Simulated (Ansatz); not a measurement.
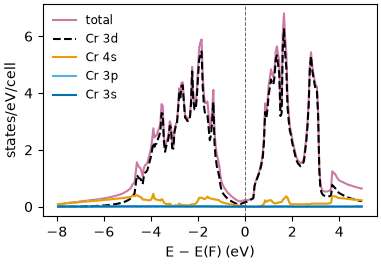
*Total and projected density of states of Cr (bcc (W type), Im-3m), DFT-r²SCAN+D4 in the program Ansatz with PAW potentials*

Question: Which orbitals carry the states next to the Fermi level?

Answer: Within 0.5 eV of the Fermi level: Cr 3d 79 %, Cr 4s 6 %, outside the projected shells 15 %. Projections are on Löwdin-orthogonalised atomic valence shells; empty p or d shells of many metals are not among them.

Question: Where is the tallest occupied peak in this window, and what makes it?

Answer: Near -1.8 eV, about 5.9 states/eV per cell; the largest projected share is Cr 3d.

Symmetry was held in the r²SCAN+D4 relaxation, as lowered by the spin order. Spin order of the final state: antiferromagnetic, chosen from 4 collinear starts compared on coarse meshes (ties went to the first, and starts can fall back to one state), not a proven ground state. Textbook magnetic order: a spin-density-wave antiferromagnet. Other orbital occupations within this spin state were not tried. The pairwise dispersion correction was not fitted to metals.

Potentials: the earlier of the program's two PAW sets.
